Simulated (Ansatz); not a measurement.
Input file:

```
crystal:
  periodic: [false, false, false]
  atoms:
    - {symbol: C, position_ang: [-0.241106, 0.747197, 2.480192]}
    - {symbol: Cl, position_ang: [1.072180, -1.586365, 0.672572]}
    - {symbol: P, position_ang: [-2.338028, -0.796921, 0.319986]}
    - {symbol: Si, position_ang: [-0.266957, 0.014794, 0.756843]}
    - {symbol: Si, position_ang: [-3.377338, 1.229251, 0.302638]}
    - {symbol: H, position_ang: [-0.590389, 0.008560, 3.218272]}
    - {symbol: H, position_ang: [-0.895712, 1.632493, 2.536548]}
    - {symbol: H, position_ang: [0.780901, 1.054198, 2.752413]}
    - {symbol: H, position_ang: [0.183041, 1.006886, -0.257481]}
    - {symbol: H, position_ang: [-2.145518, -0.843697, -1.095438]}
    - {symbol: H, position_ang: [-4.633030, 1.109477, -0.490092]}
    - {symbol: H, position_ang: [-3.710895, 1.575009, 1.713650]}
    - {symbol: H, position_ang: [-2.540452, 2.328429, -0.266118]}
basis:
  gaussian:
    orbitals: def2-SVPD
hamiltonian:
  xc: {name: PBE0}
output:
  forces: true
  orbitals: {seedname: orbitals}
```

Run with:

```sh
ansatz run input.yaml --threads 2 --pin off --max-ram 4350MiB --events-out events.jsonl --progress --plain --runs-dir runs
```

Geometry: B3LYP-D3(BJ)/def2-SVP.

Method: isolated molecule in a Gaussian basis; Kohn-Sham density functional theory, functional PBE0 in Ansatz 0.2.0.

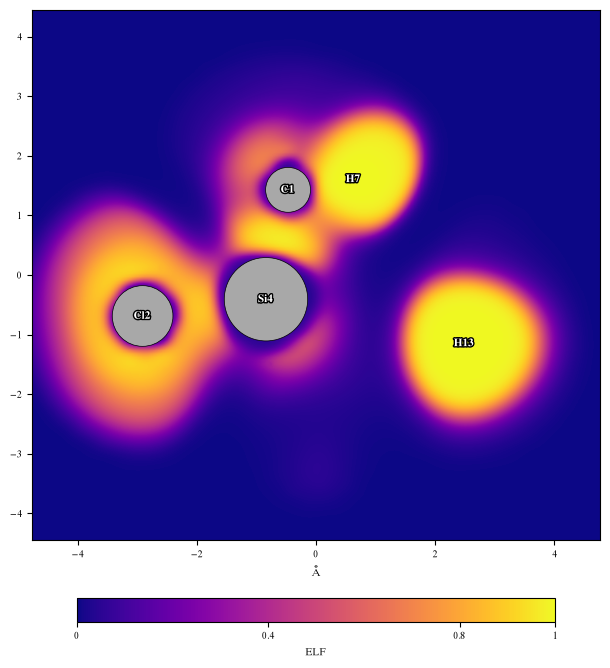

CH₈ClPSi₂. Electron localisation function on the plane of atoms C1, Si4 and Cl2. Grey discs cover the atomic cores.

### Read the bonding off the picture.

The section cuts through C, Cl, Si and H sites.
C–Si (1.87 Å): the ELF peaks at about 0.95 between the atoms; localised, covalent bonding.
Si–Cl (2.09 Å): the ELF peaks at about 0.90 between the atoms (a polar covalent bond).
C–H (1.10 Å): the ELF climbs to about 1 towards the hydrogen, as it does in any bond to H: a covalent bond by its length.
The ELF also peaks beside Cl2, away from the bonds: lone-pair regions.
